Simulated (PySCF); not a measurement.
```yaml
atoms:
  - { symbol: C, position_ang: [2.2501, -0.3711, -0.0930] }
  - { symbol: C, position_ang: [0.8364, -0.0695, 0.3892] }
  - { symbol: C, position_ang: [-0.1480, -1.1445, -0.0846] }
  - { symbol: C, position_ang: [-1.5837, -0.8359, 0.3435] }
  - { symbol: Si, position_ang: [-2.0308, 0.9432, -0.2082] }
  - { symbol: Si, position_ang: [0.1702, 1.6430, -0.1806] }
  - { symbol: H, position_ang: [2.5870, -1.3454, 0.2628] }
  - { symbol: H, position_ang: [2.2890, -0.3771, -1.1810] }
  - { symbol: H, position_ang: [2.9474, 0.3826, 0.2674] }
  - { symbol: H, position_ang: [0.8454, -0.0905, 1.4859] }
  - { symbol: H, position_ang: [0.1561, -2.1213, 0.3076] }
  - { symbol: H, position_ang: [-0.1048, -1.2109, -1.1766] }
  - { symbol: H, position_ang: [-1.6555, -0.9154, 1.4304] }
  - { symbol: H, position_ang: [-2.2590, -1.5872, -0.0666] }
  - { symbol: H, position_ang: [-2.9932, 1.5371, 0.7271] }
  - { symbol: H, position_ang: [-2.6966, 0.9029, -1.5176] }
  - { symbol: H, position_ang: [0.7725, 1.9846, -1.4773] }
  - { symbol: H, position_ang: [0.6087, 2.6818, 0.7599] }
```

Geometry: GFN2-xTB.

Method: PBE0/pcSseg-1, SCF density, gas phase, non-relativistic (PySCF 2.14.0).

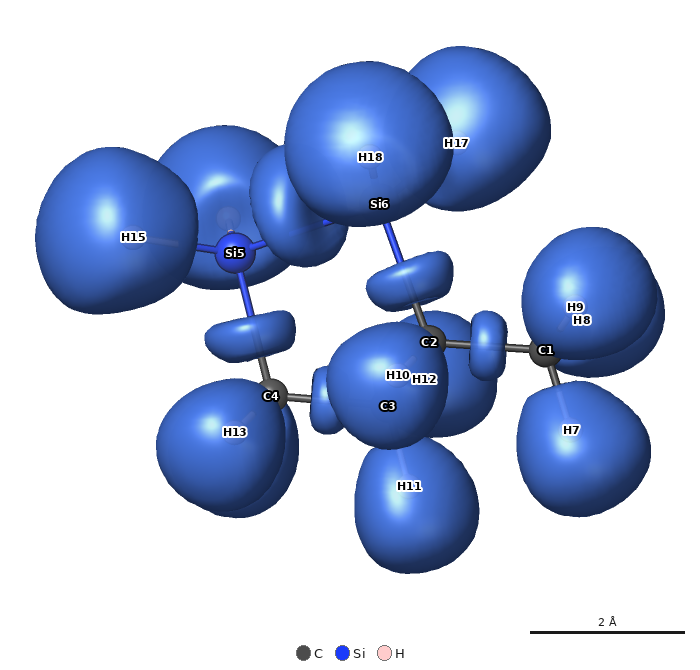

C$_{4}$H$_{12}$Si$_{2}$. Isosurface of the electron localisation function at 0.8 (blue), seen at a tilt. Core shells and regions of very low density are left out.

### Where are the electrons localised?

The surface consists of three regions between bonded C–C atoms (shared pairs), two regions between bonded C–Si atoms (shared pairs), one region between bonded Si–Si atoms (shared pairs) and twelve regions around hydrogen nuclei. Along the contacts the grid gives the following. C–C (1.52 Å): the ELF peaks at about 0.95 between the atoms (a shared electron pair). C–Si (1.92 Å): the ELF peaks at about 0.95 between the atoms, as expected for a covalent bond.
